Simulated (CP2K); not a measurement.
**SiNHCl2F (SMILES [NH][Si](F)(Cl)Cl) at AM1**

Aim: the vertical doublet–quartet gap of SiNHCl2F at AM1, from 2 runs. 

The results are computed with CP2K 2026.2.

3 further runs of the same task are left out: 1 that didn't finish, 2 set aside as unsound or not needed.

## Step 1: Starting point

SiNHCl2F has 6 atoms, charge 0, and is taken as a doublet. SMILES: `[NH][Si](F)(Cl)Cl`. The shape is that of a PBE0-D4/def2-TZVP optimisation. This is one conformer, not always the lowest.

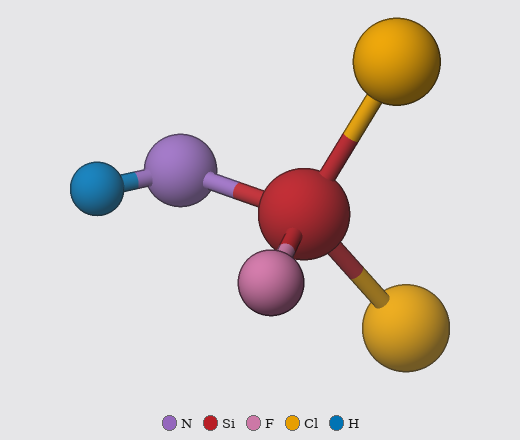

The structure, seen from a chosen angle (nitrogen purple, silicon red, fluorine pink, chlorine amber, hydrogen blue).

## Step 2: Energy and forces at AM1

Input file molecule.xyz:

```xyz
6

N     -0.415400     0.453200     1.234200
Si     0.030600    -0.084600    -0.340700
F      1.321500    -1.001100    -0.388300
Cl    -1.507900    -1.160600    -1.083100
Cl     0.401800     1.555400    -1.459300
H      0.211400     0.173700     1.991100
```

Input file job.inp:

```
&FORCE_EVAL
    METHOD Quickstep
    &DFT
        CHARGE 0
        MULTIPLICITY 2
        LSD T
        &QS
            METHOD AM1
            EPS_DEFAULT 1.0E-10
            &SE
                &COULOMB
                    CUTOFF [angstrom] 50
                    RC_RANGE [angstrom] 0
                &END COULOMB
                &EXCHANGE
                    CUTOFF [angstrom] 50
                    RC_RANGE [angstrom] 0
                &END EXCHANGE
            &END SE
        &END QS
        &POISSON
            PERIODIC NONE
            POISSON_SOLVER ANALYTIC
        &END POISSON
        &SCF
            SCF_GUESS ATOMIC
            EPS_SCF 1.0E-06
            MAX_SCF 100
            ADDED_MOS 2
            &DIAGONALIZATION
                ALGORITHM STANDARD
            &END DIAGONALIZATION
            &MIXING
                METHOD DIRECT_P_MIXING
                ALPHA 0.4
            &END MIXING
        &END SCF
        &PRINT
            &MOMENTS
                PERIODIC F
                REFERENCE COM
                MAX_MOMENT 1
            &END MOMENTS
            &MO ON
                ENERGIES T
                OCCUPATION_NUMBERS T
                NDIGITS 6
                &EACH
                    QS_SCF 0
                &END EACH
                ADD_LAST NUMERIC
            &END MO
            &HIRSHFELD OFF
            &END HIRSHFELD
        &END PRINT
    &END DFT
    &SUBSYS
        &CELL
            ABC [angstrom] 10.8 10.7 11.5
            PERIODIC NONE
        &END CELL
        &TOPOLOGY
            COORD_FILE_NAME molecule.xyz
            COORD_FILE_FORMAT XYZ
            &CENTER_COORDINATES
            &END CENTER_COORDINATES
        &END TOPOLOGY
    &END SUBSYS
    &PRINT
        &FORCES ON
        &END FORCES
    &END PRINT
&END FORCE_EVAL

&GLOBAL
    PROJECT_NAME job
    RUN_TYPE ENERGY_FORCE
    PRINT_LEVEL MEDIUM
&END GLOBAL
```

Launch:

```sh
$ OMP_NUM_THREADS=1 cp2k.psmp -i job.inp > job.out 2>&1
```

Standard output, shortened:

```text
CP2K| version string:                                       CP2K version 2026.2
[...]
 GLOBAL| Method name                                                        CP2K
[...]
 GLOBAL| Run type                                                   ENERGY_FORCE
[...]
                             - Atoms:                                          6
[...]
                             - Spherical basis functions:                     21
[...]
 Number of electrons:                                                         16
[...]
     1 P_Mix/Diag. 0.40E+00    0.0     0.36814514       -52.4947263147 -5.25E+01
[...]
    23 DIIS/Diag.  0.23E-06    0.0     0.00000069       -56.6270729229  1.32E-12
  *** SCF run converged in    23 steps ***
  Core-core repulsion energy [eV]:                           2013.85130405484779
  Core Hamiltonian energy [eV]:                             -2586.64633652730799
  Two-electron integral energy [eV]:                        -1936.21197101032817
  Electronic energy [eV]:                                   -3554.75232203247197
  Total energy [eV]:                                        -1540.90101797762395
  Atomic reference energy [eV]:                              1534.68649008577358
  Heat of formation [kcal/mol]:                              -143.31042905714438
[...]
 SE_DIPOLE| Moment [Debye]         -1.30889875       0.63517948      -1.54047860
 SE_DIPOLE| Derivative [a.u.]       0.00000000       0.00000000       0.00000000
 ENERGY| Total FORCE_EVAL ( QS ) energy [hartree]            -56.627072922878980
 FORCES| Atomic forces [hartree/bohr]
 FORCES|   Atom     x               y               z               |f|
 FORCES|      1  2.80792442E-02 -1.48786915E-02  1.90717516E-02   3.70614506E-02
 FORCES|      2 -2.86711313E-02  2.02327740E-02  4.46146237E-03   3.53737693E-02
 FORCES|      3  3.69576258E-02 -2.56360451E-02  2.21022890E-03   4.50328549E-02
 FORCES|      4 -1.29726949E-02 -5.54601255E-03 -5.37991671E-03   1.50994229E-02
 FORCES|      5  4.02570458E-05  1.29010266E-02 -8.06467401E-03   1.52143707E-02
 FORCES|      6 -2.34333008E-02  1.29269486E-02 -1.22988521E-02   2.94531382E-02
 FORCES| Sum    -2.77555756E-17 -1.24900090E-16 -6.93889390E-17
 FORCES| Total atomic force                                       1.45551466E-16
[...]
```

Wall time 0.24 s (1 thread of Arm Neoverse V2, shared host).

## Step 3: The quartet

molecule.xyz is that of step 2.

Input file qs.inp:

```
&global
   project_name qs
   run_type ENERGY_FORCE
   print_level MEDIUM
&end
&force_eval
   method QS
   &dft
      multiplicity 4
      uks T
      &qs
         method AM1
         eps_default 1.0E-10
         &se
            &coulomb
               cutoff [angstrom] 50
               rc_range [angstrom] 0
            &end
            &exchange
               cutoff [angstrom] 50
               rc_range [angstrom] 0
            &end
         &end
      &end
      &poisson
         periodic NONE
         poisson_solver ANALYTIC
      &end
      &scf
         scf_guess ATOMIC
         eps_scf 1.0E-06
         max_scf 100
         added_mos 2
         &diagonalization
            algorithm STANDARD
         &end
         &mixing
            method DIRECT_P_MIXING
            alpha 0.4
         &end
      &end
      &print
         &moments
            periodic F
            reference COM
            max_moment 1
         &end
         &mo ON
            energies T
            occupation_numbers T
            ndigits 6
            &each
               qs_scf 0
            &end
            add_last NUMERIC
         &end
         &hirshfeld OFF
         &end
      &end
   &end
   &subsys
      &cell
         abc 10.8 10.7 11.5
         periodic NONE
      &end
      &topology
         coord_file_name molecule.xyz
         coord_file_format XYZ
         &center_coordinates
         &end
      &end
   &end
   &print
      &forces ON
      &end
   &end
&end
```

Launch:

```sh
$ OMP_NUM_THREADS=1 cp2k.psmp -i qs.inp > qs.out 2>&1
```

Standard output, shortened:

```text
CP2K| version string:                                       CP2K version 2026.2
[...]
 GLOBAL| Method name                                                        CP2K
[...]
 GLOBAL| Run type                                                   ENERGY_FORCE
[...]
                             - Atoms:                                          6
[...]
                             - Spherical basis functions:                     21
[...]
 Number of electrons:                                                         17
[...]
     1 P_Mix/Diag. 0.40E+00    0.0     0.59384695       -52.4947263147 -5.25E+01
[...]
    75 DIIS/Diag.  0.41E-06    0.0     0.00000065       -56.4724033716 -4.20E-12
  *** SCF run converged in    75 steps ***
  Core-core repulsion energy [eV]:                           2013.85130405484779
  Core Hamiltonian energy [eV]:                             -2564.59089837923148
  Two-electron integral energy [eV]:                        -1971.90530224535291
  Electronic energy [eV]:                                   -3550.54354950190782
  Total energy [eV]:                                        -1536.69224544706003
  Atomic reference energy [eV]:                              1534.68649008577358
  Heat of formation [kcal/mol]:                               -46.25382111271362
[...]
 SE_DIPOLE| Moment [Debye]         -0.69291875      -0.72939888      -7.73805997
 SE_DIPOLE| Derivative [a.u.]       0.00000000       0.00000000       0.00000000
 ENERGY| Total FORCE_EVAL ( QS ) energy [hartree]            -56.472403371607712
 FORCES| Atomic forces [hartree/bohr]
 FORCES|   Atom     x               y               z               |f|
 FORCES|      1  2.75214750E-02 -9.07861874E-03  5.17001237E-02   5.92685050E-02
 FORCES|      2 -3.51892489E-02  1.11810174E-02 -8.23802202E-02   9.02762376E-02
 FORCES|      3  4.32218317E-02 -2.78858364E-02  1.64758117E-02   5.40111005E-02
 FORCES|      4 -1.46565921E-02 -9.23086237E-03  8.49263394E-03   1.92911727E-02
 FORCES|      5  4.74000389E-03  1.85228386E-02  4.75941594E-03   1.97031781E-02
 FORCES|      6 -2.56374696E-02  1.64914615E-02  9.52234967E-04   3.04984410E-02
 FORCES| Sum     5.82867088E-16  6.73072709E-16 -5.68989300E-16
 FORCES| Total atomic force                                       1.05665024E-15
[...]
```

Wall time 0.32 s (1 thread of Arm Neoverse V2, shared host).

## Step 4: Results

At AM1:

| quantity | value |
| --- | --- |
| doublet: total energy | -56.62707 Eh |
| doublet: dipole moment | 2.12 D |
| doublet: HOMO energy (highest over α and β) | -11.52 eV |
| doublet: LUMO energy (lowest over α and β) | -2.04 eV |
| doublet: heat of formation at this unrelaxed shape | -143.3 kcal/mol |
| doublet: largest force on an atom | 2.316 eV/Å |
| quartet: total energy | -56.47240 Eh |
| quartet: dipole moment | 7.80 D |
| quartet: HOMO energy (highest over α and β) | -6.75 eV |
| quartet: LUMO energy (lowest over α and β) | -4.67 eV |
| quartet: heat of formation at this unrelaxed shape | -46.3 kcal/mol |
| quartet: largest force on an atom | 4.642 eV/Å |
| vertical energy of the quartet above the doublet | 4.209 eV |

**Reading.** At this shape the quartet lies 4.21 eV (406 kJ/mol) above the doublet. The largest force (doublet) is 2.32 eV/Å: the shape isn't a stationary point for this species at this level.
